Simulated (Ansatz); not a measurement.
**CdGa2Mo4, from a guessed structure to a relaxed one**

This structure for CdGa2Mo4 is made up. Its elements were placed in a known structure type with a cell scaled to their sizes. What cell does the guess relax to, and how far off was it?

Main program and level: Ansatz 0.2.0; DFT, PBE, plane-wave PAW, files of the set soft_1, scalar-relativistic, no spin, cell and ions relaxed at zero pressure; PAW set soft_1, in the first sound run; inputs show where later runs differ.

## (1) Set-up

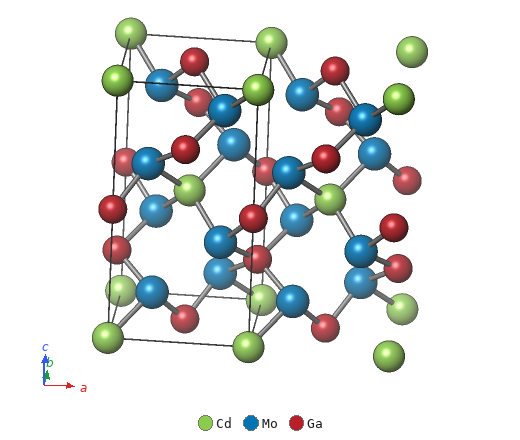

The cell as given, slightly off an axis (cadmium green, molybdenum blue, gallium red). 2×1×1 cells are drawn. This picture shows the conventional cell, with its axes. Bonds to atoms that aren't drawn are left out. Some periodic images of atoms are drawn too.

## (2) Relaxation of the guess

The guess takes its coordinates from another compound and its volume from a rule, so the cell and any free coordinates are relaxed together.

Input file input.yaml:

```yaml
crystal:
  lattice:
    - [-2.6185, 2.6185, 5.067]
    - [2.6185, -2.6185, 5.067]
    - [2.6185, 2.6185, -5.067]
  atoms:
    - { symbol: Cd, position: [0.0, 0.0, 0.0] }
    - { symbol: Mo, position: [0.1398, 0.6035, 0.0253] }
    - { symbol: Mo, position: [0.8855, 0.8602, 0.4637] }
    - { symbol: Mo, position: [0.5782, 0.1145, 0.9747] }
    - { symbol: Mo, position: [0.3965, 0.4218, 0.5363] }
    - { symbol: Ga, position: [0.5, 0.5, 0.0] }
    - { symbol: Ga, position: [0.75, 0.25, 0.5] }
kpoints:
  mp_grid: { grid: [7, 7, 7] }
scf:
  occupations: { method: fermi_dirac, width: 0.05 }
hamiltonian:
  xc: pbe
  pseudopotentials: { kind: paw, azcp: { folder: soft_1 } }
relax:
  f_tol: 0.015
  max_steps: 70
  cell: {}
output:
  forces: true
  stress: true
```

Started as:

```sh
> ansatz run input.yaml --threads 4 --pin off --max-ram 10240MiB --backend cpu --events-out ev --progress --plain --runs-dir out
```

Numbers of over 12 decimals in the logs are rounded to 6 here.

The log of the run:

```text
Engine: ansatz 0.2.0, aarch64-unknown-linux-gnu
Pseudopotentials: kind: paw
Pseudopotential: Cd, paw, valence charge 20, recommended cutoff 420 eV (normal), soft_1/Cd.paw.azcp
Pseudopotential: Mo, paw, valence charge 14, recommended cutoff 420 eV (normal), soft_1/Mo.paw.azcp
Pseudopotential: Ga, paw, valence charge 13, recommended cutoff 420 eV (normal), soft_1/Ga.paw.azcp
Functional definition: PBE
  parameter kappa = 0.804
  parameter beta = 0.066725
  exchange = pbe_x(kappa = kappa, mu = beta*pi^2/3)
  correlation = pbe_c(beta = beta)
Crystal: 7 atoms, lattice volume = 138.968 Å³
Basis set: ecut = 420 eV, 2705 PW (Γ), exchange–correlation on 90×90×90 points (8 copies of the dense FFT grid, shifted against one another)
Bands: 62, of which v1, the nominal top of the filled ones, is band 51 counted from 1 (50 counted from 0)
Symmetry: 4 space group operations
Space group: I-4 (ITA 82), of the structure as read, at distance tolerance 5.2e-5 Å
k-points: 52 of 343 (time reversal used)
Non-local potential: Cd, projectors of the file, l = 0: 3, l = 1: 2, l = 2: 2, l = 3: 1
Non-local potential: Mo, projectors of the file, l = 0: 3, l = 1: 2, l = 2: 2, l = 3: 1
Non-local potential: Ga, projectors of the file, l = 0: 2, l = 1: 2, l = 2: 3, l = 3: 1
PAW form: soft (Blöchl's): semilocal exchange-correlation on the pseudo side does not see the compensation charge
PAW one-centre angular grid: Cd, 590 points (default); XC on 64 Gauss nodes
PAW one-centre angular grid: Mo, 590 points (default); XC on 64 Gauss nodes
PAW one-centre angular grid: Ga, 590 points (default); XC on 64 Gauss nodes
Initial density: superposition of atomic densities (chi_scale 0.1, normalization cell, long waves kept (reshape's long-wave potential 0.00 eV rms))
Initial wavefunctions: pseudopotential atomic-orbital guess
Functional: x = pbe(κ = 0.804, μ = 0.219515), c = pbe(β = 0.066725)
SCF iter   1: F=—  HF=-35632.771061 eV  |F-HF|=—  |Δ(HF+E_count)|=         —  Δρ=9.12e-2  dr2=1.98e1  ethr=3.10e-3  ⟨swp⟩=6.0  Hψ=11224  notcnv=0
preconditioner: auto → Kerker (q_TF=auto, 2.591 Å⁻¹)  [metal: Δε(μ)=0.012 eV  Ē_g=10.225 eV  σ=0.050 eV  W_gap=0.06  n_scr=36 (ndim 8)  ℏωp=24.8 eV  f_vac=0.000  D(μ)=4.06/eV (n_scr^D=30)]
SCF iter   2: F=—  HF=-35629.118023 eV  |F-HF|=—  |Δ(HF+E_count)|=    3.65e0  Δρ=4.62e-2  dr2=5.31e0  ethr=3.10e-3  ⟨swp⟩=3.9  Hψ=6891  notcnv=0  defer=45
SCF iter   3: F=—  HF=-35627.938632 eV  |F-HF|=—  |Δ(HF+E_count)|=    1.18e0  Δρ=1.10e-2  dr2=2.26e-1  ethr=3.10e-3  ⟨swp⟩=3.5  Hψ=6294  notcnv=0  defer=24
SCF iter   4: F=—  HF=-35627.888009 eV  |F-HF|=—  |Δ(HF+E_count)|=   5.06e-2  Δρ=5.44e-3  dr2=3.40e-2  ethr=2.22e-4  ⟨swp⟩=2.9  Hψ=5679  notcnv=0  defer=17
SCF iter   5: F=—  HF=-35627.868687 eV  |F-HF|=—  |Δ(HF+E_count)|=   1.93e-2  Δρ=1.95e-3  dr2=7.97e-3  ethr=3.34e-5  ⟨swp⟩=2.0  Hψ=5288  notcnv=0  defer=17
SCF iter   6: F=—  HF=-35627.867251 eV  |F-HF|=—  |Δ(HF+E_count)|=   1.44e-3  Δρ=7.14e-4  dr2=7.51e-4  ethr=7.81e-6  ⟨swp⟩=2.0  Hψ=4801  notcnv=0  defer=17
SCF iter   7: F=—  HF=-35627.867080 eV  |F-HF|=—  |Δ(HF+E_count)|=   1.72e-4  Δρ=1.76e-4  dr2=6.33e-5  ethr=7.37e-7  ⟨swp⟩=2.0  Hψ=5809  notcnv=0  defer=17
SCF iter   8: F=—  HF=-35627.867297 eV  |F-HF|=—  |Δ(HF+E_count)|=   2.17e-4  Δρ=6.73e-5  dr2=7.44e-6  ethr=6.21e-8  ⟨swp⟩=2.0  Hψ=4832  notcnv=0  defer=17
SCF iter   9: F=—  HF=-35627.867298 eV  |F-HF|=—  |Δ(HF+E_count)|=   8.33e-7  Δρ=4.01e-5  dr2=1.46e-6  ethr=7.29e-9  ⟨swp⟩=2.0  Hψ=4827  notcnv=0  defer=17
SCF iter  10: F=—  HF=-35627.867297 eV  |F-HF|=—  |Δ(HF+E_count)|=   1.33e-6  Δρ=1.23e-5  dr2=1.38e-7  ethr=1.43e-9  ⟨swp⟩=2.0  Hψ=4818  notcnv=0  defer=17
SCF iter  11: F=-35627.867297 eV  HF=-35627.867297 eV  |F-HF|=2.16e-8  |Δ(HF+E_count)|=  2.18e-10  Δρ=4.94e-6  dr2=2.37e-8  ethr=9.80e-11  ⟨swp⟩=4.0  Hψ=10174  notcnv=0
SCF 1 converged in 11 iterations: F = -35627.867297 eV  dr2 = 2.37e-8
  greatest PAW one-centre occupation: 1.000 electrons in one spin orbital (limit 2), on the Cd atom at site 0 (counted from 0), in its partial waves of l = 0
relax step   1: F+E_penalty+E_count = -35627.86729662 eV  Δ(F+E_penalty+E_count) = +0.000e0 eV  max|allowed force component| = 3.641e0 eV/Å  Δτ_max = 0.0000 Å  P = +20.509 GPa  Ω = 138.968 Å³  (11 SCF iters, dr2 threshold 1.00e-7 eV, accepted)
Crystal: 7 atoms, lattice volume = 143.489 Å³
Basis set: ecut = 420 eV, 2833 PW (Γ), exchange–correlation on 90×90×90 points (8 copies of the dense FFT grid, shifted against one another)
Initial density: handed on by an earlier stage of this run
Initial wavefunctions: those handed on with the density
iter 1 solved again at ethr=2.61e-4 eV; its pass at ethr=3.10e-3 eV (dr2=2.66e-1 eV) is discarded
SCF iter   1: F=—  HF=-35632.528663 eV  |F-HF|=—  |Δ(HF+E_count)|=         —  Δρ=1.89e-2  dr2=2.69e-1  ethr=2.61e-4  ⟨swp⟩=1.1  Hψ=13842  notcnv=0
preconditioner: auto → Kerker (q_TF=auto, 2.577 Å⁻¹)  [metal: Δε(μ)=0.014 eV  Ē_g=8.637 eV  σ=0.050 eV  W_gap=0.07  n_scr=36 (ndim 8)  ℏωp=24.4 eV  f_vac=0.000  D(μ)=5.39/eV (n_scr^D=36)]
SCF iter   2: F=—  HF=-35632.515581 eV  |F-HF|=—  |Δ(HF+E_count)|=   1.31e-2  Δρ=1.12e-2  dr2=1.14e-1  ethr=2.61e-4  ⟨swp⟩=2.0  Hψ=3703  notcnv=0
SCF iter   3: F=—  HF=-35632.508410 eV  |F-HF|=—  |Δ(HF+E_count)|=   7.17e-3  Δρ=1.98e-3  dr2=9.65e-3  ethr=1.12e-4  ⟨swp⟩=2.3  Hψ=4926  notcnv=0
SCF iter   4: F=—  HF=-35632.506470 eV  |F-HF|=—  |Δ(HF+E_count)|=   1.94e-3  Δρ=9.25e-4  dr2=1.70e-3  ethr=9.47e-6  ⟨swp⟩=2.0  Hψ=4780  notcnv=0
SCF iter   5: F=—  HF=-35632.505794 eV  |F-HF|=—  |Δ(HF+E_count)|=   6.75e-4  Δρ=3.93e-4  dr2=3.47e-4  ethr=1.66e-6  ⟨swp⟩=2.0  Hψ=4781  notcnv=0
SCF iter   6: F=—  HF=-35632.505974 eV  |F-HF|=—  |Δ(HF+E_count)|=   1.80e-4  Δρ=1.45e-4  dr2=4.75e-5  ethr=3.40e-7  ⟨swp⟩=2.0  Hψ=4320  notcnv=0
SCF iter   7: F=—  HF=-35632.505973 eV  |F-HF|=—  |Δ(HF+E_count)|=   1.12e-6  Δρ=4.38e-5  dr2=5.52e-6  ethr=4.66e-8  ⟨swp⟩=2.2  Hψ=4295  notcnv=0
SCF iter   8: F=-35632.505972 eV  HF=-35632.505972 eV  |F-HF|=2.49e-7  |Δ(HF+E_count)|=   2.13e-7  Δρ=1.80e-5  dr2=4.03e-7  ethr=6.86e-10  ⟨swp⟩=3.0  Hψ=13206  notcnv=0
SCF 2 converged in 8 iterations: F = -35632.505972 eV  dr2 = 4.03e-7
relax step   2: F+E_penalty+E_count = -35632.50597225 eV  Δ(F+E_penalty+E_count) = -4.639e0 eV  max|allowed force component| = 3.076e0 eV/Å  Δτ_max = 0.1947 Å  P = +5.319 GPa  Ω = 143.489 Å³  energy of the carried Pulay correction = -9.876e-4 eV  (8 SCF iters, dr2 threshold 7.00e-7 eV, accepted)
Crystal: 7 atoms, lattice volume = 142.164 Å³
[...]
relax step   6: F+E_penalty+E_count = -35637.44885862 eV  Δ(F+E_penalty+E_count) = -2.385e-1 eV  max|allowed force component| = 4.481e-1 eV/Å  Δτ_max = 0.0804 Å  P = +0.876 GPa  Ω = 149.276 Å³  energy of the carried Pulay correction = -2.207e-3 eV  (8 SCF iters, dr2 threshold 7.00e-7 eV, accepted)
relax step   7: F+E_penalty+E_count = -35637.79540696 eV  Δ(F+E_penalty+E_count) = -3.465e-1 eV  max|allowed force component| = 4.953e-1 eV/Å  Δτ_max = 0.1871 Å  P = -0.156 GPa  Ω = 154.817 Å³  energy of the carried Pulay correction = -3.329e-3 eV  (9 SCF iters, dr2 threshold 7.00e-7 eV, accepted)
relax step   8: F+E_penalty+E_count = -35638.16279143 eV  Δ(F+E_penalty+E_count) = -3.674e-1 eV  max|allowed force component| = 3.967e-1 eV/Å  Δτ_max = 0.1950 Å  P = -0.546 GPa  Ω = 158.033 Å³  energy of the carried Pulay correction = -3.962e-3 eV  (7 SCF iters, dr2 threshold 7.00e-7 eV, accepted)
relax step   9: F+E_penalty+E_count = -35637.81855895 eV  Δ(F+E_penalty+E_count) = +3.442e-1 eV  max|allowed force component| = 1.580e0 eV/Å  Δτ_max = 0.1947 Å  P = +0.907 GPa  Ω = 158.524 Å³  energy of the carried Pulay correction = -4.057e-3 eV  (7 SCF iters, dr2 threshold 7.00e-7 eV, rejected (line search))
relax step  10: F+E_penalty+E_count = -35638.20265806 eV  Δ(F+E_penalty+E_count) = -3.987e-2 eV  max|allowed force component| = 2.566e-1 eV/Å  Δτ_max = 0.0591 Å  P = -0.671 GPa  Ω = 157.441 Å³  energy of the carried Pulay correction = -3.846e-3 eV  (11 SCF iters, accepted)
relax step  11: F+E_penalty+E_count = -35638.21611437 eV  Δ(F+E_penalty+E_count) = -1.346e-2 eV  max|allowed force component| = 1.830e-2 eV/Å  Δτ_max = 0.0236 Å  P = -0.167 GPa  Ω = 157.310 Å³  energy of the carried Pulay correction = -3.821e-3 eV  (6 SCF iters, dr2 threshold 7.00e-7 eV, accepted)
relax step  12: F+E_penalty+E_count = -35638.21715314 eV  Δ(F+E_penalty+E_count) = -1.039e-3 eV  max|allowed force component| = 2.137e-3 eV/Å  Δτ_max = 0.0052 Å  P = +0.007 GPa  Ω = 156.955 Å³  energy of the carried Pulay correction = -3.751e-3 eV  (5 SCF iters, dr2 threshold 1.76e-7 eV, accepted)
relax step  13: F+E_penalty+E_count = -35638.21738088 eV  Δ(F+E_penalty+E_count) = -2.277e-4 eV  max|allowed force component| = 5.834e-3 eV/Å  Δτ_max = 0.0014 Å  P = +0.063 GPa  Ω = 156.832 Å³  energy of the carried Pulay correction = -3.727e-3 eV  (5 SCF iters, dr2 threshold 3.89e-8 eV, accepted)
relax step  14: F+E_penalty+E_count = -35638.21791638 eV  Δ(F+E_penalty+E_count) = -5.355e-4 eV  max|allowed force component| = 6.450e-3 eV/Å  Δτ_max = 0.0073 Å  P = +0.030 GPa  Ω = 156.759 Å³  energy of the carried Pulay correction = -3.713e-3 eV  (6 SCF iters, dr2 threshold 3.87e-8 eV, accepted)
relax step  15: F+E_penalty+E_count = -35638.21796588 eV  Δ(F+E_penalty+E_count) = -4.950e-5 eV  max|allowed force component| = 1.925e-3 eV/Å  Δτ_max = 0.0014 Å  P = +0.010 GPa  Ω = 156.757 Å³  energy of the carried Pulay correction = -3.712e-3 eV  (6 SCF iters, dr2 threshold 6.89e-9 eV, accepted)
Initial wavefunctions: pseudopotential atomic-orbital guess (no wavefunctions were taken with the density)
iter 1 solved again at ethr=3.36e-7 eV; its pass at ethr=3.10e-3 eV (dr2=3.43e-4 eV) is discarded
SCF iter   1: F=—  HF=-35638.213184 eV  |F-HF|=—  |Δ(HF+E_count)|=         —  Δρ=8.13e-4  dr2=3.47e-5  ethr=3.36e-7  ⟨swp⟩=3.0  Hψ=18813  notcnv=0
preconditioner: auto → LDOS  [metal: Δε(μ)=0.018 eV  Ē_g=9.089 eV  σ=0.050 eV  W_gap=0.09  n_scr=36 (ndim 8)  ℏωp=23.4 eV  f_vac=0.022  D(μ)=4.62/eV (n_scr^D=32)  β→1.0]
SCF iter   2: F=—  HF=-35638.221452 eV  |F-HF|=—  |Δ(HF+E_count)|=   8.27e-3  Δρ=6.54e-5  dr2=1.11e-5  ethr=3.40e-8  ⟨swp⟩=2.1  Hψ=5905  notcnv=0
SCF iter   3: F=—  HF=-35638.221444 eV  |F-HF|=—  |Δ(HF+E_count)|=   8.13e-6  Δρ=4.38e-5  dr2=2.58e-6  ethr=1.08e-8  ⟨swp⟩=2.0  Hψ=5837  notcnv=0
SCF iter   4: F=—  HF=-35638.221388 eV  |F-HF|=—  |Δ(HF+E_count)|=   5.58e-5  Δρ=7.12e-6  dr2=8.19e-8  ethr=2.53e-9  ⟨swp⟩=2.0  Hψ=4840  notcnv=0
SCF iter   5: F=—  HF=-35638.221388 eV  |F-HF|=—  |Δ(HF+E_count)|=   1.91e-7  Δρ=4.23e-6  dr2=3.06e-8  ethr=8.03e-11  ⟨swp⟩=2.0  Hψ=5888  notcnv=0
SCF iter   6: F=—  HF=-35638.221388 eV  |F-HF|=—  |Δ(HF+E_count)|=   3.74e-9  Δρ=1.01e-6  dr2=1.81e-9  ethr=3.00e-11  ⟨swp⟩=2.0  Hψ=5882  notcnv=0
SCF iter   7: F=—  HF=-35638.221388 eV  |F-HF|=—  |Δ(HF+E_count)|=  2.18e-10  Δρ=2.84e-7  dr2=1.46e-10  ethr=1.77e-12  ⟨swp⟩=2.0  Hψ=5884  notcnv=0
SCF iter   8: F=-35638.221388 eV  HF=-35638.221388 eV  |F-HF|=0.00e0  |Δ(HF+E_count)|=  8.73e-11  Δρ=7.87e-8  dr2=1.10e-11  ethr=1.00e-12  ⟨swp⟩=4.0  Hψ=9850  notcnv=0
SCF 16 converged in 8 iterations: F = -35638.221388 eV  dr2 = 1.10e-11
relax step  16: F+E_penalty+E_count = -35638.22138830 eV  Δ(F+E_penalty+E_count) = -3.422e-3 eV  max|allowed force component| = 1.856e-3 eV/Å  Δτ_max = 0.0000 Å  P = +0.014 GPa  Ω = 156.757 Å³  stress off target by 2.70e-2 GPa  SCF on the basis re-selected at this cell (its energy is not comparable with the rows above)  (8 SCF iters)
basis re-selected at this cell: Δ(F+E_penalty+E_count) = -3.422e-3 eV, ΔP = +0.003 GPa vs the last step (what re-selecting the basis moved, of the pressure what is left beyond the Pulay correction that the steps carried, after the strain that the cell walked since its last selection, with what the two solves' SCF thresholds leave and, on support functions, any second-order correction that the steps lacked; it is no m [...]
SCF converged after 8 iterations
Free energy (F): -35638.221388 eV
Harris-Foulkes:  -35638.221388 eV  (|F-HF|=0.00e0)
Internal energy: -35638.181820 eV  (E = F + TS)
E sigma→0 (E₀):  -35638.201604 eV
Entropy (-TS):   -0.039569 eV (-5.653 meV/atom)
Fermi energy:    11.639544 eV
--- Per-component energies (eV) ---
  E_band       = -1182.767189
  E_kinetic    = 2351.656949
  E_local      = -11492.061835  (includes V_loc(G=0)·N_el)
  E_nonlocal   = 531.430961
  E_hartree    = 5301.501378
  E_xc         = -982.917124
  E_vxc        = -1179.347929  (∫ρ·V_xc dr)
  E_paw        = -20923.117551  (= ΣΔE_a)
  E_vpaw       = -1997.448208  (= ΣTr[D̂ρ^β])
  E_aug_tail   = 0.000134  (compensation charges beyond the density's cutoff)
  E_ewald      = -10424.674731
  E_smearing   = -0.039569  (= −TS)
  E_closure    = 0.000000  (closes the sum)
  Σ components = -35638.221388   (vs F -35638.221388, Δ=0.00e0)
--- Forces (eV/Å), atoms counted from 1 ---
  atom   1  Cd    -0.00000000     0.00000000     0.00000000
  atom   2  Mo     0.00185597     0.00102305    -0.00088368
  atom   3  Mo    -0.00102305     0.00185597     0.00088368
  atom   4  Mo    -0.00185597    -0.00102305    -0.00088368
  atom   5  Mo     0.00102305    -0.00185597     0.00088368
  atom   6  Ga    -0.00000000     0.00000000     0.00000000
  atom   7  Ga    -0.00000000     0.00000000     0.00000000
  max |Σ_I F_I| component: 6.68e-17 eV/Å
--- Stress (GPa, compression-positive) ---
        0.007051      -0.000000      -0.000000
        0.000000       0.007051       0.000000
       -0.000000       0.000000       0.026968
  P = ⅓ Tr σ = 0.0137 GPa (0.137 kbar)
--- Relaxed structure (15 steps of the walk, 14 accepted, 1 SCFs on fresh bases) ---
  F+E_penalty+E_count = -35638.22138830 eV   max|allowed force component| = 1.856e-3 eV/Å   (the final SCF, on the basis selected at the relaxed cell)
  cell:  # Å, volume = 156.7573 Å³
    - [-2.661896, 2.661896, 5.530772]
    - [2.661896, -2.661896, 5.530772]
    - [2.661896, 2.661896, -5.530772]
  atoms:
    - { symbol: Cd, position: [7.173810431222966e-19, -1.0037694452669538e-19, 7.881826535568018e-19] }
    - { symbol: Mo, position: [0.191077, 0.527544, 0.124359] }
    - { symbol: Mo, position: [0.933282, 0.808923, 0.336466] }
    - { symbol: Mo, position: [0.403185, 0.066718, 0.875641] }
    - { symbol: Mo, position: [0.472456, 0.596815, 0.663534] }
    - { symbol: Ga, position: [0.5, 0.5, 7.881826535568028e-19] }
    - { symbol: Ga, position: [0.75, 0.25, 0.5] }
```

Elapsed: 2.3 min, on 4 threads of Arm Neoverse V2, shared host; peak memory 0.78 GiB.

Step by step:

| step | energy less that of the first step (eV) | largest force component (eV/Å) | pressure (GPa) | volume (Å³) |
| --- | --- | --- | --- | --- |
| 1 | 0.0000 | 3.6410 | 20.51 | 138.97 |
| 2 | -4.6387 | 3.0758 | 5.32 | 143.49 |
| 3 | -7.9352 | 2.0782 | 1.43 | 142.16 |
| 4 | -9.0102 | 1.2515 | 8.96 | 139.77 |
| 5 | -9.3431 | 0.7987 | 2.35 | 144.84 |
| 6 | -9.5816 | 0.4481 | 0.88 | 149.28 |
| 7 | -9.9281 | 0.4953 | -0.16 | 154.82 |
| 8 | -10.2955 | 0.3967 | -0.55 | 158.03 |
| 9 | -9.9513 | 1.5802 | 0.91 | 158.52 |
| 10 | -10.3354 | 0.2566 | -0.67 | 157.44 |
| 11 | -10.3488 | 0.0183 | -0.17 | 157.31 |
| 12 | -10.3499 | 0.0021 | 0.01 | 156.96 |
| 13 | -10.3501 | 0.0058 | 0.06 | 156.83 |
| 14 | -10.3506 | 0.0065 | 0.03 | 156.76 |
| 15 | -10.3507 | 0.0019 | 0.01 | 156.76 |
| 16* | -10.3541 | 0.0019 | 0.01 | 156.76 |

Relaxation steps marked * repeat the geometry before them on a plane-wave basis chosen anew for their cell, so energy and pressure can jump there. Relaxation step 9 was tried and not accepted.

The run keeps the 4 symmetry operations that it works with, so distortions that break them were not tested.

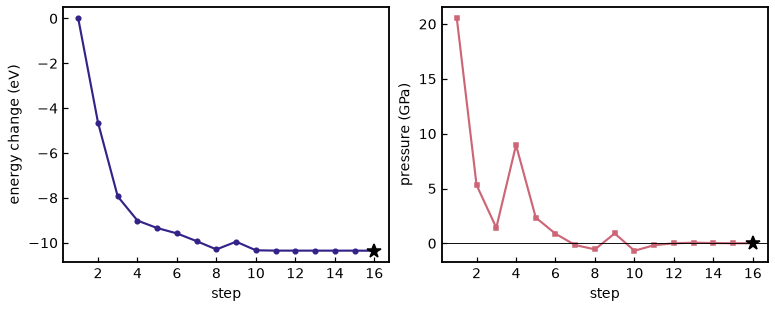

Energy and pressure along the relaxation. Stars mark steps on a basis chosen anew.

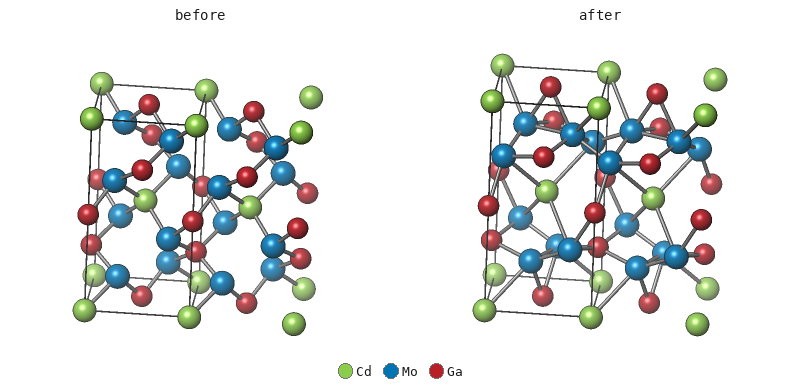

The structure before and after the relaxation, drawn at the same scale. Bonds to atoms that aren't drawn are left out.

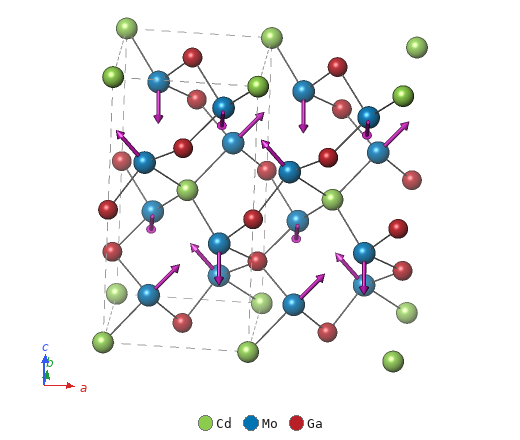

Displacements in the relaxation, exaggerated, measured against the changing cell; the longest in the cell stands for 0.91 Å. Bonds to atoms that aren't drawn are left out. 2×1×1 conventional cells are drawn. Some periodic images of atoms are drawn too.

| conventional cell, symmetrised | before | after | change |
| --- | --- | --- | --- |
| a (Å) | 5.237 | 5.324 | +1.7 % |
| b (Å) | 5.237 | 5.324 | +1.7 % |
| c (Å) | 10.134 | 11.062 | +9.2 % |
| volume (Å³/atom) | 19.85 | 22.39 | +12.8 % |

The atoms that moved most (Å, as changes of fractional coordinates times the final cell):

| atom | dx | dy | dz | length |
| --- | --- | --- | --- | --- |
| Mo5 | 0.602 | 0.075 | 0.684 | 0.915 |
| Mo4 | 0.075 | -0.602 | -0.684 | 0.915 |
| Mo3 | -0.602 | -0.075 | 0.684 | 0.915 |
| Mo2 | -0.075 | 0.602 | -0.684 | 0.915 |

Final coordinates:

```cif
data_structure
_symmetry_space_group_name_H-M 'P 1'
_symmetry_Int_Tables_number 1
_cell_length_a 6.6904
_cell_length_b 6.6904
_cell_length_c 6.6904
_cell_angle_alpha 133.110
_cell_angle_beta 133.110
_cell_angle_gamma 68.482
_cell_volume 156.76
loop_
_atom_site_label
_atom_site_type_symbol
_atom_site_fract_x
_atom_site_fract_y
_atom_site_fract_z
_atom_site_occupancy
Cd1 Cd 0.00000 0.00000 0.00000 1
Mo2 Mo 0.19108 0.52754 0.12436 1
Mo3 Mo 0.93328 0.80892 0.33647 1
Mo4 Mo 0.40318 0.06672 0.87564 1
Mo5 Mo 0.47246 0.59682 0.66353 1
Ga6 Ga 0.50000 0.50000 0.00000 1
Ga7 Ga 0.75000 0.25000 0.50000 1
```

Numbers from this step:

| Quantity | Value |
| --- | --- |
| free energy | -35638.2214 eV |
| energy at zero smearing | -35638.2016 eV |
| smearing term TS | 0.03957 eV |
| Fermi energy | 11.64 eV |
| electrons | 102 |
| symmetry operations | 4 |
| pressure | 0.01369 GPa |

Shortest distances by pair of elements, guess and relaxed (not always the same contact):

| pair | guess (Å) | relaxed (Å) |
| --- | --- | --- |
| Mo–Mo | 3.331 | 2.418 |
| Ga–Mo | 2.236 | 2.485 |
| Cd–Mo | 2.448 | 3.390 |
| Cd–Ga | 3.644 | 3.764 |
| Ga–Ga | 3.644 | 3.838 |

The relaxation ends with a largest force component of 0.0019 eV/Å and a pressure of 0.01 GPa.

(Continued in part 2 of 2.)

[Logs are printed without paths, hosts, clocks, repeated set-up lines and the standing remarks that a program may print on its own settings, such as how far it seeks lower states.]

[Hosts, paths, dates, database ids (printed as entryN), source tags and the programs' standing remarks are cut or masked in the printed files.]
